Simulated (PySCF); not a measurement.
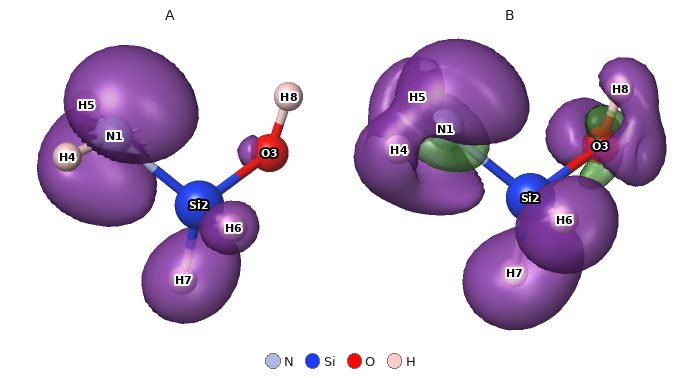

Figure 1: H$_{5}$NOSi, SMILES `N[SiH2]O`. The Fukui function f⁻ from two separate SCF calculations and the density of the HOMO, at ±0.02 e/Å³ (purple positive, green negative).

PySCF calculation, PBE/aug-cc-pVDZ, gas phase; geometry: GFN2-xTB. No frequency check shows the geometry to be a minimum.

The calculation's input:

```python
import numpy as np
from pyscf import gto, scf, dft
from pyscf.scf import atom_ks, atom_hf
from scipy.linalg import block_diag

def solve(mol, dm0=None, hcore=None):
    mf = (dft.UKS if mol.spin else dft.RKS)(mol, xc='pbe')
    mf.grids.level = 3
    mf = mf.density_fit(auxbasis='def2-universal-jkfit')
    mf.conv_tol, mf.max_cycle = 1e-8, 80
    if hcore is not None:
        mf.get_hcore = lambda *args: hcore
    mf.kernel(dm0)
    if not mf.converged:
        mf = mf.newton().run(mf.mo_coeff, mf.mo_occ, max_cycle=30)
    assert mf.converged, 'SCF not converged'
    return mf

mol = gto.M(atom='''
N     -1.37145     0.46353     0.05296
Si     0.06109    -0.50117    -0.00956
O      1.34485     0.49408    -0.04475
H     -2.25386    -0.00589     0.16880
H     -1.47485     1.20286    -0.62516
H     -0.00058    -1.30103     1.21232
H      0.30092    -1.28564    -1.21693
H      1.41447     1.20872     0.58215
''', basis='aug-cc-pvdz', charge=0, spin=0, verbose=4)
mf = solve(mol)
out = dict(e0=mf.e_tot, dm0=mf.make_rdm1(), c=mf.mo_coeff, occ=mf.mo_occ, eps=mf.mo_energy)
for name, dq, spin in [('cation', 1, 1), ('anion', -1, 1)]:
    ion = mol.copy().set(charge=mol.charge + dq, spin=spin).build()
    mi = solve(ion)
    if spin and dq > 0 and mol.nao < 130:
        c, _, stable, _ = mi.stability(return_status=True)
        if not stable:
            mi = solve(ion, mi.make_rdm1(c, mi.mo_occ))
    print(name, 'vertical energy change / eV', (mi.e_tot - mf.e_tot) * 27.211386)
    out.update({'e_' + name: mi.e_tot, 'dm_' + name: mi.make_rdm1(), 's2_' + name: mi.spin_square()[0], 'eps_' + name: mi.mo_energy, 'occ_' + name: mi.mo_occ})
# spherically averaged free atoms, for the promolecule
atm = atom_ks.get_atm_nrks(mol, xc='pbe')
pro = block_diag(*[(atm[a[0]][2] * atm[a[0]][3]) @ atm[a[0]][2].T for a in mol._atom])
np.savez('result.npz', pro=pro, **out)
```

Run with:

```sh
OMP_NUM_THREADS=1 python input.py
```

The run took 110 s on 1 thread of Intel(R) Xeon(R) 6975P-C (Granite Rapids), with other jobs on the host, peak memory 0.54 GiB.

Partitions, critical points and surface values were worked out afterwards from this run's density.

Which panel is which, and how good is the frozen-orbital picture?

Answer. B is f⁻ (it has negative regions), A the HOMO density. The HOMO lies on N1 (62 %), Si2 (13 %) and H7 (9 %); f⁻ (Hirshfeld-condensed) is largest on N1 (0.24), Si2 (0.18) and H7 (0.14); the vertical ionisation energy is 9.66 eV. Relaxation shifts 38 % of the electron between atoms. The orbital energy is −6.17 eV.
